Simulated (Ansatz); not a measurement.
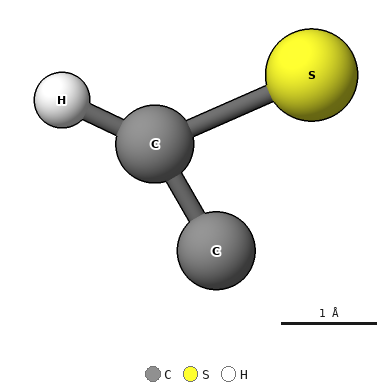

Fig. 1: The structure (ball-and-stick view, seen on its broad side). Bond lengths as drawn: C–C 1.30 Å, C–H 1.08 Å and C–S 1.80 Å.

**C2HS (charge −1): single-point calculation**

- system: C2HS, charge −1
- method: RHF-CCSD(T), frozen core/def2-TZVPPD (Ansatz 0.2.0)

The geometry comes from this level: PBE0-D4/def2-TZVPD.

**What the program printed**
```
Functional definition: HF
  name "HF"
  cite "Fock, Z. Phys. 61, 126 (1930) doi:10.1007/BF01340294"
  parent pbe
  exchange = exact_x
  correlation = 0
843 factors; integrals over basis functions are off by at most 1.1e-3 eV
mean field evaluation 1: about -12890.8191 eV, gradient 2.0e1 eV
mean field evaluation 2: about -12890.8214 eV, gradient 2.0e1 eV
mean field evaluation 4: about -12892.1820 eV, gradient 2.8e0 eV
mean field evaluation 8: about -12892.2266 eV, gradient 1.1e-3 eV
mean field evaluation 16: about -12892.2238 eV, gradient 2.9e-1 eV
mean field -12892.22658957 eV, -473.7805885017 hartree, gradient 4.2e-6 eV, S^2 0.000000; 0 other end points of the search recorded, 0 dependent functions left out
7 core orbitals not correlated: weight in the atoms' cores, before any rotation towards them, 1.000 or more for the frozen orbitals, at most 0.000 for the correlated occupied ones
reference -12892.22658957 eV, -473.7805885017 hartree; 8, 8 occupied and 127, 127 virtual orbitals, 843 factors
second order -13.27499035 eV of doubles, -0.00000000 eV of singles
cycle   1  -13.27591034 eV  change   -9.2e-4 eV  update   1.1e-1
cycle   2  -13.69534231 eV  change   -4.2e-1 eV  update   3.6e-2
cycle   3  -13.81135266 eV  change   -1.2e-1 eV  update   2.0e-2
cycle   4  -13.80308355 eV  change    8.3e-3 eV  update   6.6e-3
cycle   5  -13.80230016 eV  change    7.8e-4 eV  update   3.6e-3
cycle   6  -13.80315080 eV  change   -8.5e-4 eV  update   1.2e-3
cycle   7  -13.80255692 eV  change    5.9e-4 eV  update   5.1e-4
cycle   8  -13.80256185 eV  change   -4.9e-6 eV  update   1.9e-4
cycle   9  -13.80261437 eV  change   -5.3e-5 eV  update   7.3e-5
cycle  10  -13.80257437 eV  change    4.0e-5 eV  update   3.3e-5
cycle  11  -13.80257585 eV  change   -1.5e-6 eV  update   1.6e-5
```

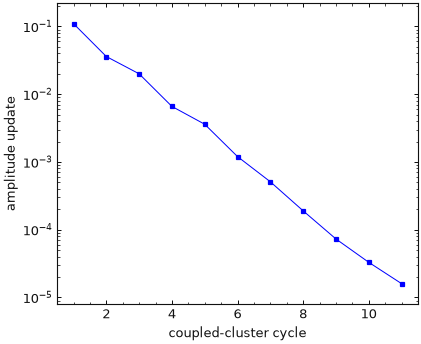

Fig. 2: Convergence of the coupled-cluster equations: amplitude update against the coupled-cluster cycle. The residual falls at every step.

```
perturbative correction -0.84685739 eV, -0.0311214352 hartree
Total energy: -12906.87602281 eV, -474.3189452436 hartree
```

This output came from the following input.

**The input**
```yaml
crystal:
  periodic: [false, false, false]
  atoms:
    - {symbol: C, position_ang: [-0.389663, -0.539032, 0.977687]}
    - {symbol: C, position_ang: [-0.269497, 0.159682, -0.106929]}
    - {symbol: S, position_ang: [1.437221, -0.422746, -0.060440]}
    - {symbol: H, position_ang: [-0.778060, 0.802097, -0.810319]}
basis:
  gaussian: {orbitals: "def2-TZVPPD.json"}
total_charge: -1
correlation: {method: ccsd_t}
```

Launched with:
```bash
ansatz run in.yaml --threads 2 --pin off --events-out ev --progress --plain --max-ram 4352MiB
```

**Summary**

| quantity | value |
| --- | --- |
| outcome | converged |
| total energy | −12906.8760 eV |
| mean-field energy | −12892.2266 eV |
| CCSD correlation | −13.8026 eV |
| (T) correction | −0.8469 eV |
| T1 diagnostic | 0.019 |
| SCF solution under orbital rotations | stable |
| hardware | 2 threads of Intel Xeon @ 3.00GHz, 11 GiB of memory available, shared host |
| wall time | 5 s (CPU time 9.6 s) |
| peak memory | 0.61 GiB |
